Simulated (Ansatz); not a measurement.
System: CH$_{6}$BN.

Input file:

```
crystal:
  periodic: [false, false, false]
  atoms:
    - { symbol: B, position_ang: [0.0, 0.0, 0.0] }
    - { symbol: H, position_ang: [0.0, 0.0, 1.19] }
    - { symbol: "N", position_ang: [1.3423, 0.0, -0.775] }
    - { symbol: H, position_ang: [1.8089, -0.9179, -1.0268] }
    - { symbol: H, position_ang: [1.7937, 0.9179, -1.0532] }
    - { symbol: C, position_ang: [-1.3856, 0.0, -0.8] }
    - { symbol: H, position_ang: [-1.9458, -0.9305, -0.5708] }
    - { symbol: H, position_ang: [-1.9898, 0.8797, -0.4946] }
    - { symbol: H, position_ang: [-1.1839, 0.0508, -1.8903] }
basis:
  gaussian: { orbitals: def2-mTZVP }
hamiltonian:
  xc: pbe
relax:
  f_tol: 0.02
  max_steps: 40
output:
  orbitals: {}
```

Run with:

```sh
ansatz run input.yaml --threads 1 --pin off --max-ram 2048MiB --backend cpu --events-out ev --progress --plain --runs-dir out
```

The fields are those of the run's last geometry, not of the input's.

The calculation used RKS PBE/def2-mTZVP in Ansatz 0.2.0.

What can the converged electron density and electron localisation function tell about the bonding?

B–N (1.40 Å): ρ is about 1.9 e/Å³ halfway; the ELF peaks at about 0.95 between the atoms (a short, strongly polar bond).
C–B (1.57 Å): ρ is about 1.4 e/Å³ halfway; the ELF peaks at about 1 between the atoms, as expected for localised, covalent bonding.
N–H (1.02 Å): the density is about 2.8 e/Å³ at the midpoint; the ELF climbs to about 1 towards the hydrogen, as it does in any bond to H (an ordinary covalent bond to hydrogen).
C–H (1.10 Å): ρ at the midpoint is about 1.9 e/Å³; the ELF climbs to about 1 towards the hydrogen (a covalent bond by its length).

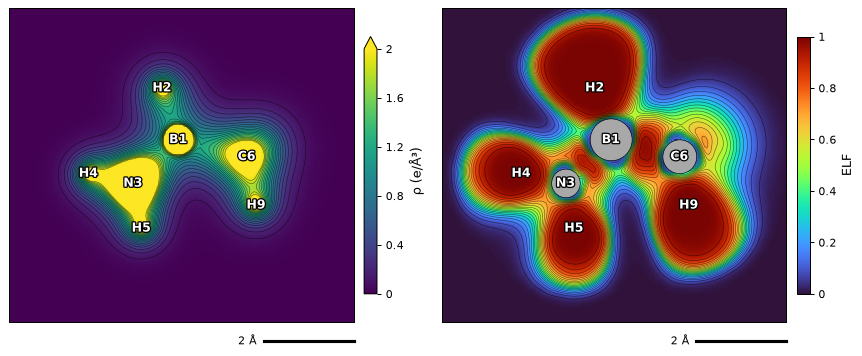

Computed electron density and electron localisation function on the plane of atoms B1, N3 and H4, in this order. Grey discs cover the atomic cores in the ELF map. 
